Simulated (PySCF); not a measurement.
B(Me)2(OAc), C4H9BO2, SMILES O(B(C)C)C(C)=O at its GFN2-xTB optimised geometry (Å):

```
16

B     -1.1733     0.0716     0.0000
C     -2.0301     1.4013     0.0000
H     -2.0354     1.8266     1.0030
H     -3.0640     1.2443    -0.2943
H     -1.6022     2.1699    -0.6406
C     -1.8506    -1.3593    -0.0456
H     -1.1318    -2.1699     0.0313
H     -2.4041    -1.4917    -0.9732
H     -2.5752    -1.4723     0.7578
O      0.1963     0.0716     0.0000
C      1.0371     1.1048     0.1883
C      2.3995     0.8104    -0.3837
O      0.7424     2.1089     0.7729
H      3.0640     1.6513    -0.2113
H      2.3090     0.6165    -1.4502
H      2.7998    -0.0842     0.0879
```

Method: PBE0/def2-TZVP (PySCF). Cells within 0.4 Å of a nucleus heavier than hydrogen are left out (blank, or x).

Map of the deformation density (molecule minus spherical neutral atoms) (e/bohr³) on the plane z = 0.8 Å:

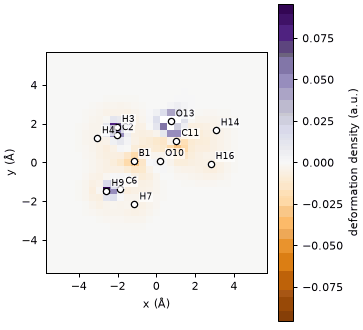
Fig. 1. Deformation density (molecule minus spherical neutral atoms) (e/bohr³) on the plane z = 0.8 Å.
